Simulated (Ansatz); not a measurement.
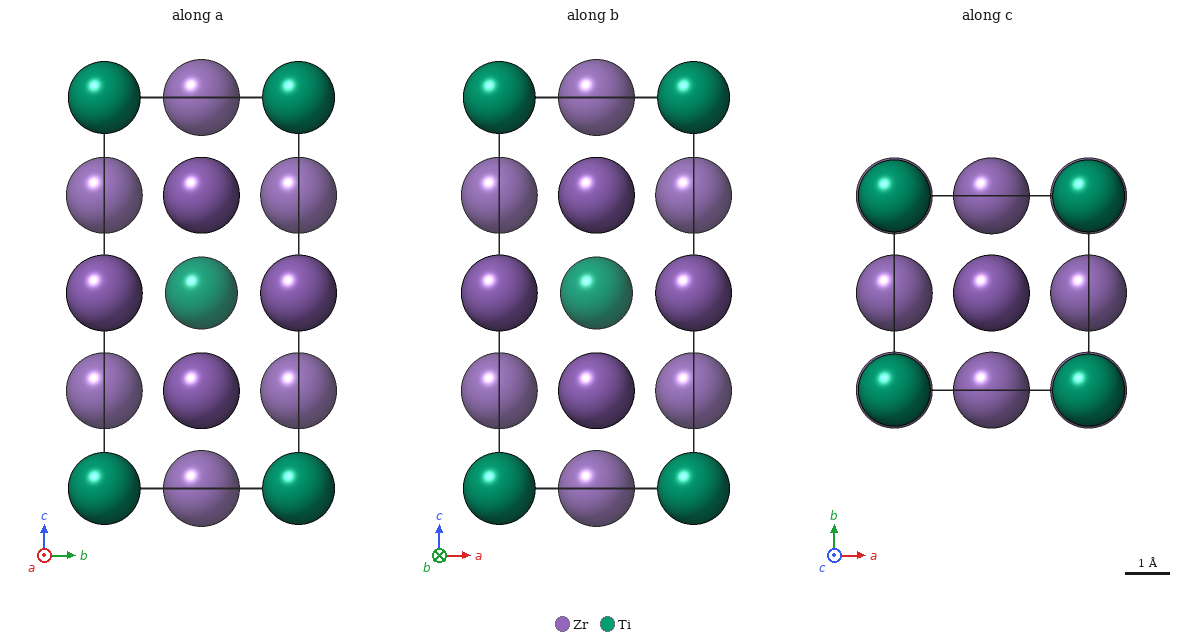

The image is a spheres-only drawing of a crystal, viewed along the a axis, along the b axis and along the c axis. The edges of the conventional unit cell are marked.

Cell parameters: a = 4.42 Å, b = 4.42 Å, c = 8.90 Å, α = 90.00°, β = 90.00°, γ = 90.00°.

The composition is Zr3Ti.

Identify the Bravais lattice.

Body-centred tetragonal.

Give the space group.

I4/mmm (No. 139), with Zr on 2b, Zr on 4d and Ti on 2a.

It derives from a textbook structure type filled with these elements (whether it is the usual form wasn't checked). Atoms and cell were optimised with DFT PBE, scalar-relativistic, plane waves, PAW in Ansatz.
